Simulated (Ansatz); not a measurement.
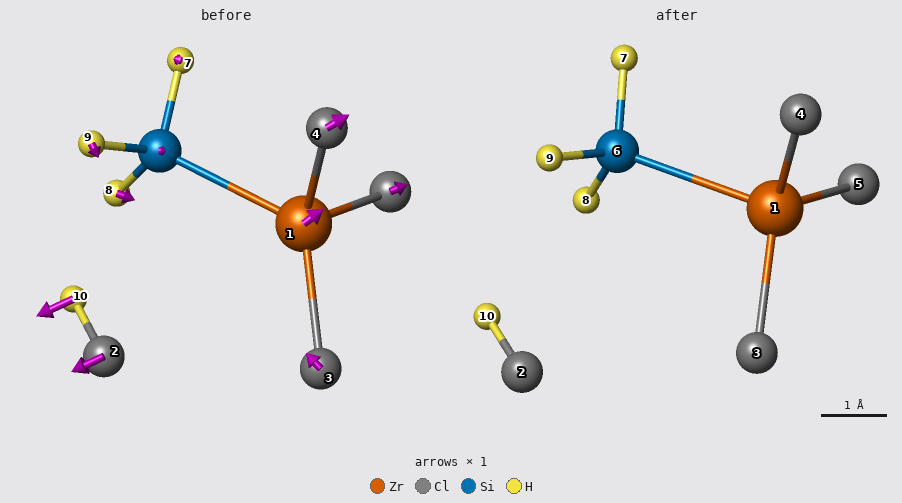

The structure of ZrSiH$_{4}$Cl$_{4}$ before (left) and after (right) a relaxation, at one scale. The purple arrows give the displacements, at their true length.

Style: ball-and-stick. Shown at a tilt.

The run prepares an end point of a later path (reaction) calculation, from a guessed geometry.

These are results of RKS B3LYP-D4/def2-SVP in Ansatz, not measurements.

The input:
```yaml
crystal:
  periodic: [false, false, false]
  atoms:
    - { symbol: Zr, position_ang: [-0.471817, -0.064359, -0.601502] }
    - { symbol: Cl, position_ang: [-0.068892, 0.431991, 3.065259] }
    - { symbol: Cl, position_ang: [1.755689, 0.130913, 0.133824] }
    - { symbol: Cl, position_ang: [-1.101333, 1.697845, -1.987933] }
    - { symbol: Cl, position_ang: [-0.843013, -2.131251, -1.607349] }
    - { symbol: Si, position_ang: [-2.63233, 0.00075, 0.91875] }
    - { symbol: H, position_ang: [-3.821701, -0.299423, 0.053672] }
    - { symbol: H, position_ang: [-2.681063, -0.995335, 2.045498] }
    - { symbol: H, position_ang: [-2.879175, 1.339028, 1.546631] }
    - { symbol: H, position_ang: [-1.280864, -0.110159, 3.21125] }
basis:
  gaussian: { orbitals: def2-SVP }
hamiltonian:
  xc: b3lyp
  dispersion: d4
relax:
  f_tol: 0.03
  max_steps: 50
```

Command:
```bash
ansatz run input.yaml --threads 4 --pin off --max-ram 5120MiB --backend cpu --events-out ev --progress --plain --runs-dir out
```

Summarise the run.

Over 10 accepted moves (11 points after the start) the energy falls by 0.169 eV. The largest force component goes from 1 to 0.018 eV/Å. The line search rejected the trial step at point 2 of the run. The forces were under the threshold at step 8, but the run went on from there. H10 moves most after the best rigid fit: 0.64 Å. By element the largest moves are H 0.64 Å, Cl 0.58 Å, Zr 0.40 Å, Si 0.11 Å. Among the contacts that change: Zr1–Si6 2.643 → 2.736 Å, Cl2–H10 1.336 → 1.291 Å, Zr1–Cl3 2.354 → 2.332 Å, Zr1–Cl4 2.329 → 2.335 Å. Among the angles between lasting bonds that change: Cl3–Zr1–Si6 126.3° → 106.4°, Cl4–Zr1–Si6 95.9° → 100.8°, Zr1–Si6–H8 116.2° → 111.8°.
